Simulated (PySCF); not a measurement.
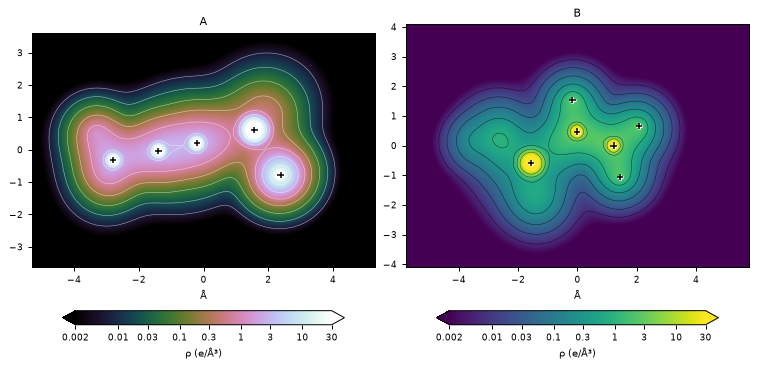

The total electron density of 2 systems, each on a plane through atoms (crosses mark nuclei in the plane).

All numbers below come from CAM-B3LYP/def2-SVPD, SCF density, gas phase (PySCF).

System 1: C3H6F2SSi2, the plane of atoms C3, Si4 and F5. Geometry: GFN2-xTB.

```xyz
14

C     2.1013   -1.2573    1.9783
C     1.5386   -0.7578    0.7490
C     1.0696   -0.3564   -0.2876
Si    0.3427    0.3396   -1.8210
F    -0.6057   -0.8068   -2.4461
S    -0.8992    2.0400   -1.3624
Si   -2.5600    1.1094   -0.4023
F    -3.4753    2.3204    0.1085
H     2.5534   -0.4381    2.5368
H     1.3209   -1.7139    2.5865
H     2.8643   -2.0042    1.7609
H     1.2550    0.7515   -2.8613
H    -2.1368    0.3997    0.7881
H    -3.3694    0.3737   -1.3495
```

System 2: C2H6OSSi, the plane of atoms C2, C1 and H6. Geometry: GFN2-xTB.

```yaml
atoms:
  - { symbol: C, position_ang: [-1.6912, -1.0588, 0.0068] }
  - { symbol: C, position_ang: [-0.9004, -0.1364, 0.5312] }
  - { symbol: Si, position_ang: [0.5767, 0.6235, -0.3406] }
  - { symbol: O, position_ang: [0.7137, 2.1317, 0.2291] }
  - { symbol: S, position_ang: [2.4028, -0.4182, 0.1944] }
  - { symbol: H, position_ang: [-1.5415, -1.4378, -0.9917] }
  - { symbol: H, position_ang: [-2.5271, -1.4784, 0.5448] }
  - { symbol: H, position_ang: [-1.1006, 0.2082, 1.5387] }
  - { symbol: H, position_ang: [0.4992, 0.6001, -1.7959] }
  - { symbol: H, position_ang: [1.5530, 2.5819, 0.2776] }
  - { symbol: H, position_ang: [2.0209, -1.6132, -0.2202] }
```

### Match each panel to its system.

Panel A is system 1, C3H6F2SSi2: the plane holds C, Si and F. C–C (1.21 Å): ρ at the midpoint is about 2.7 e/Å³. Panel B is system 2, C2H6OSSi: the plane holds C, Si and H. C–C (1.32 Å): the density is about 2.3 e/Å³ at the midpoint.
